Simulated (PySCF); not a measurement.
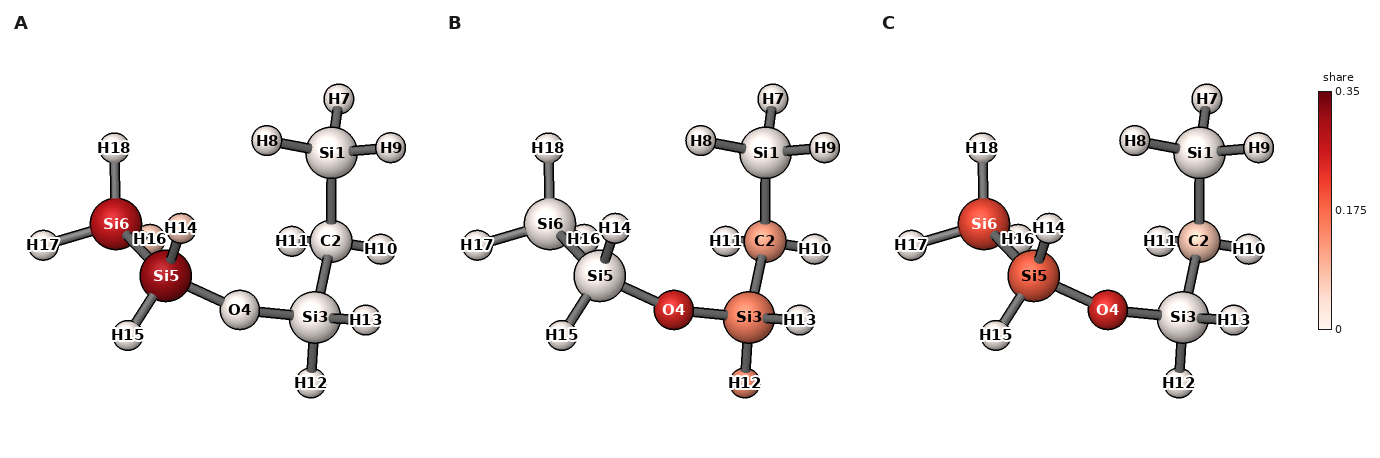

Each panel colours the atoms by their Löwdin share in one orbital (up to four of the largest shares; other atoms are shown as zero). The computed structure is the end point of a GFN2-xTB optimisation. No frequency run is at hand to confirm it as a minimum. Computed with ωB97X-D/def2-SVPD (PySCF 2.14.0).

**The panels show the HOMO−1, HOMO, LUMO, in some order. Which is which?**

A: LUMO, 1.05 eV; Si5 0.30, Si6 0.26, H16 0.07, H14 0.07
B: HOMO−1, −10.17 eV; O4 0.24, Si3 0.15, H12 0.13, C2 0.12
C: HOMO, −9.84 eV; O4 0.24, Si6 0.20, Si5 0.18, C2 0.07

The geometry is semi-empirical. Around Si such bond lengths and angles can be off by a tenth of an ångström or more and by several degrees, and values that hang on the shape move with them.
